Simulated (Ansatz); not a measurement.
System: fluorite CoSi₂. Method: r²SCAN0 (plane waves, PAW; Ansatz, a first-principles code).

Numerical settings: plane-wave cutoff 520 eV, 10×10×10 k mesh, Fermi–Dirac smearing 0.05 eV, no spin polarisation, scalar-relativistic PAW data made under PBE.

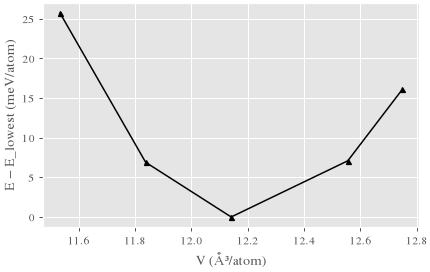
Total energy against volume

Question: From the curve, estimate the equilibrium volume and the bulk modulus.

Answer: V0 ≈ 12.2 Å³/atom and B0 ≈ 220 GPa; the fit gives V0 = 12.185 Å³/atom, B0 = 216 GPa, B′ = 4.4.

Measured, for comparison: equilibrium volume per atom 12.87 Å³/atom (room temperature, not corrected to a static lattice; as tabulated in Hegde and Bowen (2014), arXiv:1405.1317). Computed (rounded) less measured: equilibrium volume per atom -5.4 %.

Note: the run has no spin polarisation, so it can have missed a magnetic state.

The computed numbers hold no vibrational or temperature effects.
